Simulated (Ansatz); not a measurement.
# SiBr+ (triplet): one geometry, many settings

Aim: run SiBr+ (triplet) at one geometry under a spread of methods and options, and see what each costs and gives.

Computed with Ansatz 0.2.0, Gaussian basis. Level: the settings change from run to run.

10 further runs of the same task are left out: 5 that didn't finish, 5 set aside as unsound or not needed.

### Step 1. The geometry

The geometry is a PBE0/def2-TZVP stationary point (not a proven minimum) of the parent state, kept for this charge and spin. No spin-orbit coupling is included. The filled d shell of Br may be among the frozen orbitals whatever the setting's name suggests; the logs give the count.

2 atoms, charge 1, spin multiplicity 3.

Atoms are counted from 1 here; the program's logs count them from 0.

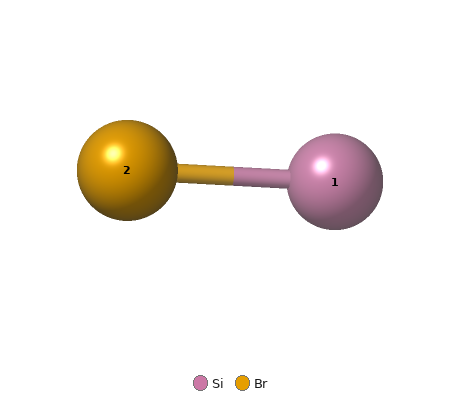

The structure; silicon pink, bromine amber; atoms are numbered from 1 in the order of the file.

### Step 2. HF/def2-SVPD

Input file in.yaml:

```yaml
crystal:
  periodic: [false, false, false]
  atoms:
    - {symbol: Si, position_ang: [0.000000, 0.000000, 0.000000]}
    - {symbol: Br, position_ang: [0.000000, 0.000000, 2.231500]}
basis:
  gaussian: {orbitals: def2-SVPD, fitting: {mean_field: def2-universal-jkfit}}
total_charge: 1
magnetization: {spin_polarized: false, initial_magnetization: 2}
hamiltonian: {xc: hf, pseudopotentials: {relativity: scalar}}
output: {forces: true, orbitals: {seedname: orbitals}}
```

Run with:

```bash
> ansatz run in.yaml --threads 1 --pin off --events-out ev --progress --plain --max-ram 2393MiB
```

The log of the run:

```text
Functional definition: HF
  name "HF"
  cite "Fock, Z. Phys. 61, 126 (1930) doi:10.1007/BF01340294"
  parent pbe
  exchange = exact_x
  correlation = 0
394 factors; integrals over basis functions are off by at most 1.6e-1 eV
mean field evaluation 1: about -78524.2105 eV, gradient 2.0e1 eV
mean field evaluation 2: about -78524.9018 eV, gradient 1.9e1 eV
mean field evaluation 4: about -78526.4476 eV, gradient 1.2e0 eV
mean field evaluation 8: about -78526.4988 eV, gradient 1.4e-5 eV
mean field evaluation 16: about -78525.7730 eV, gradient 2.0e0 eV
mean field evaluation 32: about -78525.7901 eV, gradient 1.6e-1 eV
mean field -78526.49875486 eV, -2885.7956020684 hartree, gradient 1.4e-5 eV, S^2 2.000000; 3 other end points of the search recorded, 0 dependent functions left out
the calculation of the forces begins
reference -78526.49875486 eV, -2885.7956020684 hartree; 25, 23 occupied and 40, 42 virtual orbitals, 394 factors
Total energy: -78526.49875486 eV, -2885.7956020684 hartree
Relativity: scalar
Atom 0 at     0.000000     0.000000     0.000000 Å, force    -0.000000    -0.000000     1.408703 eV/Å
Atom 1 at     0.000000     0.000000     2.231500 Å, force     0.000000     0.000000    -1.408703 eV/Å
Dipole moment:    -0.000000     0.000000    -1.235105 e Å
```

Run time: 1.7 s. Hardware: 1 thread of Arm Neoverse V1, shared host.

### Step 3. NEVPT2(6,5)/cc-pVDZ

Input file in.yaml:

```yaml
crystal:
  periodic: [false, false, false]
  atoms:
    - {symbol: Si, position_ang: [0.000000, 0.000000, 0.000000]}
    - {symbol: Br, position_ang: [0.000000, 0.000000, 2.231500]}
basis:
  gaussian: {orbitals: cc-pVDZ}
total_charge: 1
magnetization: {spin_polarized: false, initial_magnetization: 2}
correlation: {method: sc_nevpt2, electrons: outside_noble_gas, active_space: {window: {electrons: 6, orbitals: 5}}}
```

Same command.

The log of the run, shortened:

```text
Functional definition: HF
  name "HF"
  cite "Fock, Z. Phys. 61, 126 (1930) doi:10.1007/BF01340294"
  parent pbe
[...]
500 factors; integrals over basis functions are off by at most 1.0e-3 eV
[...]
mean field -77850.16083890 eV, -2860.9406420952 hartree, gradient 3.2e-6 eV, S^2 2.000000; 7 other end points of the search recorded, 0 dependent functions left out
reference -77850.16083890 eV, -2860.9406420952 hartree; 25, 23 occupied and 20, 22 virtual orbitals, 500 factors
state -77850.66234519 eV, -2860.9590721114 hartree
state -77850.66234519 eV, -2860.9590721114 hartree; corrected -77854.36905446 eV, -2861.0952911649 hartree
state -77850.11801228 eV, -2860.9390682459 hartree
state -77850.11801228 eV, -2860.9390682459 hartree; corrected -77853.65546870 eV, -2861.0690673716 hartree
state -77850.66234519 eV, -2860.9590721114 hartree; corrected -77854.36905446 eV, -2861.0952911649 hartree
Total energy: -77854.36905446 eV, -2861.0952911649 hartree
```

It took 8.5 s on 1 thread of Arm Neoverse V1, shared host.

From the report: 48 determinants; active occupations 2.00, 1.97, 1.00, 1.00, 0.03.

### Step 4. MP2 on ROHF/def2-SVPD

Input file in.yaml:

```yaml
crystal:
  periodic: [false, false, false]
  atoms:
    - {symbol: Si, position_ang: [0.000000, 0.000000, 0.000000]}
    - {symbol: Br, position_ang: [0.000000, 0.000000, 2.231500]}
basis:
  gaussian: {orbitals: def2-SVPD}
total_charge: 1
magnetization: {spin_polarized: false, initial_magnetization: 2}
correlation: {method: mp2, electrons: outside_noble_gas}
output: {forces: true}
```

Same command.

The log of the run, shortened:

```text
Functional definition: HF
  name "HF"
  cite "Fock, Z. Phys. 61, 126 (1930) doi:10.1007/BF01340294"
  parent pbe
[...]
623 factors; integrals over basis functions are off by at most 8.9e-4 eV
[...]
mean field -77839.92158406 eV, -2860.5643564204 hartree, gradient 2.2e-6 eV, S^2 2.000000; 7 other end points of the search recorded, 0 dependent functions left out
[...]
19 core orbitals not correlated: weight in the atoms' cores, before any rotation towards them, 1.000 or more for the frozen orbitals, at most 0.000 for the correlated occupied ones
reference -77839.92158406 eV, -2860.5643564204 hartree; 6, 4 occupied and 40, 42 virtual orbitals, 623 factors
second order -4.42006819 eV of doubles, -0.05852148 eV of singles
[...]
Total energy: -77844.40017373 eV, -2860.7289415548 hartree
Atom 0 at     0.000000     0.000000     0.000000 Å, force    -0.000000    -0.000000     0.935749 eV/Å
Atom 1 at     0.000000     0.000000     2.231500 Å, force     0.000000     0.000000    -0.935749 eV/Å
Dipole moment:    -0.000000     0.000000    -1.081056 e Å
```

Run time: 9.5 s. Hardware: 1 thread of Arm Neoverse V1, shared host.

### Step 5. CCSD on ROHF/6-31G

Input file in.yaml:

```yaml
crystal:
  periodic: [false, false, false]
  atoms:
    - {symbol: Si, position_ang: [0.000000, 0.000000, 0.000000]}
    - {symbol: Br, position_ang: [0.000000, 0.000000, 2.231500]}
basis:
  gaussian: {orbitals: 6-31G}
total_charge: 1
magnetization: {spin_polarized: false, initial_magnetization: 2}
correlation: {method: ccsd, electrons: all, diis_vectors: 4}
scf: {lower_state_search: off}
```

The command is unchanged.

The log of the run, shortened:

```text
Functional definition: HF
  name "HF"
  cite "Fock, Z. Phys. 61, 126 (1930) doi:10.1007/BF01340294"
  parent pbe
[...]
404 factors; integrals over basis functions are off by at most 6.0e-4 eV
[...]
mean field -77839.78204539 eV, -2860.5592284688 hartree, gradient 7.7e-6 eV, S^2 2.000000; 0 other end points of the search recorded, 0 dependent functions left out
reference -77839.78204539 eV, -2860.5592284688 hartree; 25, 23 occupied and 17, 19 virtual orbitals, 404 factors
second order -6.83623521 eV of doubles, -0.05060770 eV of singles
cycle   1  -6.59804501 eV  change    2.9e-1 eV  update   8.7e-2
[...]
cycle  11  -6.88619941 eV  change    3.4e-5 eV  update   2.9e-5
Total energy: -77846.66824480 eV, -2860.8122916296 hartree
Checks for a lower state left out: stability, starts, cluster_reference, orbital_swaps, neighbouring_geometries, increment
```

Run time: 1.8 s. Hardware: 1 thread of Arm Neoverse V1, shared host.

From the report: correlation -6.8862 eV; T1 0.017; largest double amplitude 0.09.

### Step 6. CCSD(T) on UHF/STO-3G

Input file in.yaml:

```yaml
crystal:
  periodic: [false, false, false]
  atoms:
    - {symbol: Si, position_ang: [0.000000, 0.000000, 0.000000]}
    - {symbol: Br, position_ang: [0.000000, 0.000000, 2.231500]}
basis:
  gaussian: {orbitals: STO-3G}
total_charge: 1
magnetization: {spin_polarized: true, initial_magnetization: 2}
hamiltonian: {pseudopotentials: {relativity: scalar}}
correlation: {method: ccsd_t, electrons: outside_noble_gas, diis_vectors: 1}
accuracy: high
```

Same command.

The log of the run, shortened:

```text
Functional definition: HF
  name "HF"
  cite "Fock, Z. Phys. 61, 126 (1930) doi:10.1007/BF01340294"
  parent pbe
[...]
369 factors; integrals over basis functions are off by at most 5.0e-9 eV
[...]
mean field -77684.68198902 eV, -2854.8594065278 hartree, gradient 1.1e-8 eV, S^2 2.021178; 11 other end points of the search recorded, 0 dependent functions left out
determinant -77684.68198902 eV, -2854.8594065278 hartree, with singles and doubles -77685.67572900 eV, -2854.8959257984 hartree
determinant -77684.47702243 eV, -2854.8518741447 hartree, with singles and doubles -77685.24511399 eV, -2854.8801009886 hartree
determinant -77684.33633496 eV, -2854.8467039756 hartree, with singles and doubles -77685.11004251 eV, -2854.8751372036 hartree
determinant -77684.68198902 eV, -2854.8594065278 hartree, with singles and doubles -77685.67384431 eV, -2854.8958565376 hartree
determinant -77684.47702243 eV, -2854.8518741447 hartree, with singles and doubles -77685.25644427 eV, -2854.8805173687 hartree
19 core orbitals not correlated: weight in the atoms' cores, before any rotation towards them, 1.000 or more for the frozen orbitals, at most 0.000 for the correlated occupied ones
reference -77684.68198902 eV, -2854.8594065278 hartree; 6, 4 occupied and 2, 4 virtual orbitals, 369 factors
second order -0.59598777 eV of doubles, -0.00000000 eV of singles
cycle   1  -0.99185334 eV  change    2.0e-6 eV  update   2.5e-6
[...]
cycle  16  -0.99185451 eV  change  -9.6e-11 eV  update  7.6e-10
perturbative correction -0.03504480 eV, -0.0012878727 hartree
Total energy: -77685.70888833 eV, -2854.8971443814 hartree
Relativity: scalar
```

Wall time 1.8 s (1 thread of Arm Neoverse V1, shared host).

From the report: ⟨S²⟩ of the determinant 2.021 (pure triplet: 2.00); correlation -1.0269 eV; T1 0.027; largest double amplitude 0.12.

### Step 7. BCCD on ROHF/cc-pVDZ

Input file in.yaml:

```yaml
crystal:
  periodic: [false, false, false]
  atoms:
    - {symbol: Si, position_ang: [0.000000, 0.000000, 0.000000]}
    - {symbol: Br, position_ang: [0.000000, 0.000000, 2.231500]}
basis:
  gaussian: {orbitals: cc-pVDZ}
total_charge: 1
magnetization: {spin_polarized: false, initial_magnetization: 2}
correlation: {method: bccd, electrons: outside_noble_gas}
```

Same command.

The log of the run, shortened:

```text
Functional definition: HF
  name "HF"
  cite "Fock, Z. Phys. 61, 126 (1930) doi:10.1007/BF01340294"
  parent pbe
[...]
500 factors; integrals over basis functions are off by at most 1.0e-3 eV
[...]
mean field -77850.16083890 eV, -2860.9406420952 hartree, gradient 3.2e-6 eV, S^2 2.000000; 7 other end points of the search recorded, 0 dependent functions left out
[...]
determinant -77850.16083890 eV, -2860.9406420952 hartree, with singles and doubles -77854.98724133 eV, -2861.1180091133 hartree
determinant -77849.64421573 eV, -2860.9216565441 hartree, with singles and doubles -77854.53874962 eV, -2861.1015273466 hartree
determinant -77849.41990095 eV, -2860.9134131279 hartree, with singles and doubles -77854.32320912 eV, -2861.0936063796 hartree
determinant -77850.16083890 eV, -2860.9406420952 hartree, with singles and doubles -77854.98893691 eV, -2861.1180714246 hartree
determinant -77849.64421573 eV, -2860.9216565441 hartree, with singles and doubles -77854.53987992 eV, -2861.1015688847 hartree
19 core orbitals not correlated: weight in the atoms' cores, before any rotation towards them, 1.000 or more for the frozen orbitals, at most 0.000 for the correlated occupied ones
reference -77850.16083890 eV, -2860.9406420952 hartree; 6, 4 occupied and 20, 22 virtual orbitals, 500 factors
second order -4.14568278 eV of doubles, -0.06340123 eV of singles
cycle   1  -4.81975821 eV  change    8.3e-3 eV  update   2.3e-2
[...]
cycle  10  -4.81574966 eV  change   -1.5e-6 eV  update   9.9e-6
Total energy: -77854.97658856 eV, -2861.1176176310 hartree
```

Run time: 6.5 s. Hardware: 1 thread of Arm Neoverse V1, shared host.

From the report: correlation -4.8157 eV; largest double amplitude 0.07.

### Step 8. CCSDT on UHF/6-31G*

Input file in.yaml:

```yaml
crystal:
  periodic: [false, false, false]
  atoms:
    - {symbol: Si, position_ang: [0.000000, 0.000000, 0.000000]}
    - {symbol: Br, position_ang: [0.000000, 0.000000, 2.231500]}
basis:
  gaussian: {orbitals: "6-31G*"}
total_charge: 1
magnetization: {spin_polarized: true, initial_magnetization: 2}
correlation: {method: ccsdt, electrons: outside_noble_gas}
accuracy: high
```

Launched as before.

The log of the run, shortened:

```text
Functional definition: HF
  name "HF"
  cite "Fock, Z. Phys. 61, 126 (1930) doi:10.1007/BF01340294"
  parent pbe
[...]
859 factors; integrals over basis functions are off by at most 4.1e-9 eV
[...]
mean field -77842.15826164 eV, -2860.6465528053 hartree, gradient 1.5e-8 eV, S^2 2.023186; 13 other end points of the search recorded, 0 dependent functions left out
determinant -77842.15826164 eV, -2860.6465528053 hartree, with singles and doubles -77846.80121719 eV, -2860.8171782745 hartree
determinant -77841.78633722 eV, -2860.6328848351 hartree, with singles and doubles -77846.38552569 eV, -2860.8019018940 hartree
determinant -77841.56671823 eV, -2860.6248139860 hartree, with singles and doubles -77846.18871153 eV, -2860.7946691070 hartree
determinant -77842.15826164 eV, -2860.6465528053 hartree, with singles and doubles -77846.80926674 eV, -2860.8174740903 hartree
determinant -77841.78633722 eV, -2860.6328848351 hartree, with singles and doubles -77846.38935907 eV, -2860.8020427678 hartree
19 core orbitals not correlated: weight in the atoms' cores, before any rotation towards them, 1.000 or more for the frozen orbitals, at most 0.000 for the correlated occupied ones
reference -77842.15826164 eV, -2860.6465528053 hartree; 6, 4 occupied and 29, 31 virtual orbitals, 859 factors
second order -4.03129079 eV of doubles, -0.00000000 eV of singles
cycle   1  -4.41121224 eV  change   -3.8e-1 eV  update   8.5e-2
[...]
cycle  32  -4.85031226 eV  change  -3.5e-10 eV  update  8.6e-10
Total energy: -77847.00857390 eV, -2860.8247984934 hartree
```

It took 25 s on 1 thread of Arm Neoverse V1, shared host.

From the report: ⟨S²⟩ of the determinant 2.023 (pure triplet: 2.00); correlation -4.8503 eV; T1 0.029; largest double amplitude 0.08.

### Step 9. CASSCF(2,3)/cc-pVDZ

Input file in.yaml:

```yaml
crystal:
  periodic: [false, false, false]
  atoms:
    - {symbol: Si, position_ang: [0.000000, 0.000000, 0.000000]}
    - {symbol: Br, position_ang: [0.000000, 0.000000, 2.231500]}
basis:
  gaussian: {orbitals: cc-pVDZ}
total_charge: 1
magnetization: {spin_polarized: false, initial_magnetization: 2}
correlation: {active_space: {window: {electrons: 2, orbitals: 3}}}
output: {forces: true}
```

Launched as before.

The log of the run, shortened:

```text
Functional definition: HF
  name "HF"
  cite "Fock, Z. Phys. 61, 126 (1930) doi:10.1007/BF01340294"
  parent pbe
[...]
500 factors; integrals over basis functions are off by at most 1.0e-3 eV
[...]
mean field -77850.16083890 eV, -2860.9406420952 hartree, gradient 3.2e-6 eV, S^2 2.000000; 7 other end points of the search recorded, 0 dependent functions left out
reference -77850.16083890 eV, -2860.9406420952 hartree; 25, 23 occupied and 20, 22 virtual orbitals, 500 factors
state -77850.16083890 eV, -2860.9406420952 hartree
[...]
Total energy: -77850.16083890 eV, -2860.9406420952 hartree
Atom 0 at     0.000000     0.000000     0.000000 Å, force    -0.000000    -0.000000     1.176635 eV/Å
Atom 1 at     0.000000     0.000000     2.231500 Å, force    -0.000000    -0.000000    -1.176635 eV/Å
Dipole moment:    -0.000000    -0.000000    -1.278620 e Å
```

Wall time 7 s (1 thread of Arm Neoverse V1, shared host).

From the report: 9 determinants; active occupations 1.00, 1.00, 0.00. With so small a space the active step adds no correlation: the energy is the mean field's.

### Step 10. MP2 on ROHF/cc-pVDZ

in.yaml: that of step 9 with these lines changed.

```diff
@@ -9,3 +9,2 @@
 magnetization: {spin_polarized: false, initial_magnetization: 2}
-correlation: {active_space: {window: {electrons: 2, orbitals: 3}}}
-output: {forces: true}
+correlation: {method: mp2, electrons: outside_noble_gas}
```

Launched as before.

The log of the run, shortened:

```text
Functional definition: HF
  name "HF"
  cite "Fock, Z. Phys. 61, 126 (1930) doi:10.1007/BF01340294"
  parent pbe
[...]
500 factors; integrals over basis functions are off by at most 1.0e-3 eV
[...]
mean field -77850.16083890 eV, -2860.9406420952 hartree, gradient 3.2e-6 eV, S^2 2.000000; 7 other end points of the search recorded, 0 dependent functions left out
[...]
19 core orbitals not correlated: weight in the atoms' cores, before any rotation towards them, 1.000 or more for the frozen orbitals, at most 0.000 for the correlated occupied ones
reference -77850.16083890 eV, -2860.9406420952 hartree; 6, 4 occupied and 20, 22 virtual orbitals, 500 factors
second order -4.14568278 eV of doubles, -0.06340123 eV of singles
Total energy: -77854.36992291 eV, -2861.0953230798 hartree
```

It took 3.9 s on 1 thread of Arm Neoverse V1, shared host.

### Step 11. The runs in one table

Where basis and cores are those of an earlier UCCSDT(Q)/cc-pVDZ run (-77855.2073 eV), and the state is the same kind, the miss against it is given.

| level | correlated | functions | energy (eV) | from UCCSDT(Q) (meV) | time |
| --- | --- | --- | --- | --- | --- |
| HF/def2-SVPD (relativity set) |  | 65 | -78526.4988 |  | 1.7 s |
| NEVPT2(6,5)/cc-pVDZ | outside noble gas | 45 | -77854.3691 | 838.3 | 8.5 s |
| MP2 on ROHF/def2-SVPD | outside noble gas | 65 | -77844.4002 |  | 9.5 s |
| CCSD on ROHF/6-31G | all | 42 | -77846.6682 |  | 1.8 s |
| CCSD(T) on UHF/STO-3G (relativity set) | outside noble gas | 27 | -77685.7089 |  | 1.8 s |
| BCCD on ROHF/cc-pVDZ | outside noble gas | 45 | -77854.9766 | 230.8 | 6.5 s |
| CCSDT on UHF/6-31G* | outside noble gas | 54 | -77847.0086 |  | 25 s |
| CASSCF(2,3)/cc-pVDZ |  | 45 | -77850.1608 | 5046.5 | 7 s |
| MP2 on ROHF/cc-pVDZ | outside noble gas | 45 | -77854.3699 | 837.4 | 3.9 s |

### Step 12. What came out

```
quantity                                 value
    runs                                     9
quickest  HF/def2-SVPD (relativity set), 1.7 s
 slowest             CCSDT on UHF/6-31G*, 25 s
```

Total energies in different bases, with other cores or another treatment of relativity can't be set against each other. CCSDT on UHF/6-31G* took 15 times as long as HF/def2-SVPD (relativity set); the jobs differ in more than the method. Among the correlated runs with a miss given, it spans +231 to +838 meV. Hartree-Fock, CASSCF and CASCI lack dynamic correlation by design.
